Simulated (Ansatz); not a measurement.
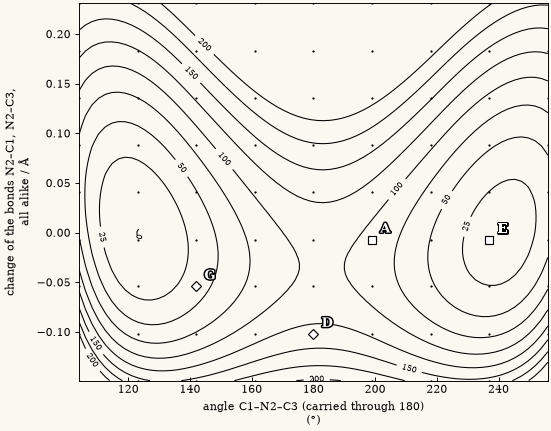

C₃H₉NSi, SMILES CN=CC[SiH3]. The first coordinate is: angle C1–N2–C3 (carried through 180); the second: change of the bonds N2–C1, N2–C3, all alike. Nothing is relaxed (all other coordinates rigid). Grid: 9 × 9 points. Points are written as (first, second). All energies are given in kJ/mol relative to the lowest grid point. All numbers below come from RKS B3LYP-D4/def2-SVP (Ansatz 0.2.0).

In the figure: contour lines labelled in kJ/mol (none above 200), dots at the grid points, lettered points. Between grid points the surface is interpolated.

Is E the lowest point of the computed grid?

No. E lies 13 kJ/mol above the lowest grid point, which is at (123°, −0.007 Å). It is a local minimum.

What kind of point is each of A, D, E, G: minimum, saddle, maximum or slope?

A: on a slope; D: on a slope; E: minimum; G: on a slope. (In these two coordinates alone; a stationary point may lie a little off the grid point.)
